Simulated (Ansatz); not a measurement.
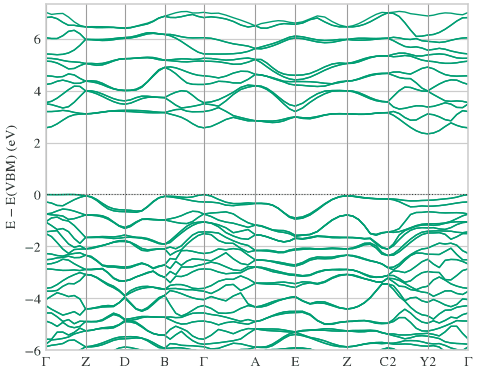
Fig. 1. Band structure from plane-wave PAW r²SCAN with spin–orbit coupling (Ansatz code)

Q: Read off the gap and where the band edges lie.

A: About 2.3 eV (2.34 eV by a search for the band edges); maximum on the Γ–Z line, 62 % of the way from Γ, minimum at Y2.

The material is TaNO in space group P2_1/c (No. 14; Ta on 4e, N on 4e, O on 4e).

The workflow started from a Materials Project entry (that database holds measured and hypothetical structures alike); the Crystallography Open Database files this formula in space group No. 14, but the cells were not matched. Its standing as an ambient phase is unchecked. Symmetry was held in the r²SCAN relaxation; its stability against distortions is not shown here. No spin polarisation was allowed.

Potentials: the later of the program's two PAW sets.
